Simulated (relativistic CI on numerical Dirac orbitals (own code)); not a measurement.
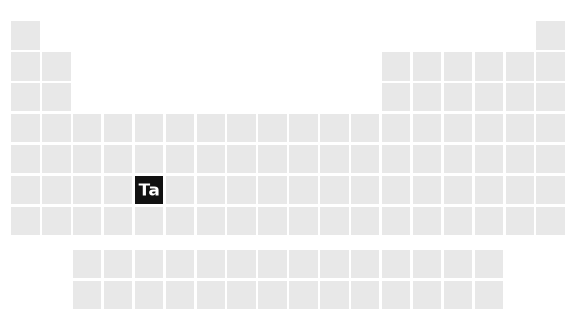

Fig. 1: The place of tantalum in the periodic table.

# Relativistic CI calculation, with input and output: Ta¹³⁺

System: Ta¹³⁺.
Method: Dirac-Coulomb-Breit CI, KLI orbitals optimised for each configuration, model QED (radiative potential, 1s self-energy scaled to tabulated hydrogen-like ionisation energies), numerical settings as typed (relativistic CI on numerical Dirac orbitals, in-house).

### Input file
```
atom Ta  Z=73  charge=13  electrons=60
nucleus A=181  rms_radius_fm=5.3507
hamiltonian dirac-coulomb  breit=on  qed=on  c_scale=1
orbitals kli  potential=per-configuration
slater_scale 1
correlation none
mixing on
grid step=0.0125 r_max=1.15
scf mixing=0.4 start=green max_iterations=54 tolerance=2e-08 node_fill=0.05
configurations
  [Kr] 4d10 4f12 5s2
  [Kr] 4d10 4f14
  [Kr] 4d10 4f13 5s
end
```

Launched within a batch (the task file carries these settings):
```bash
python <driver script> task.json out
```

The program writes its results to a structured record and prints no log; tables and figures of this report are taken from that record.

### What the run reported

| quantity | value |
| --- | --- |
| outcome | not converged |
| hardware | 1 CPU thread, shared host |

### Diagnosis

One thing in this input was made wrong on purpose: box. The run did not meet its convergence test, so its last values are not results. To bear in mind: orbital 3s not found.
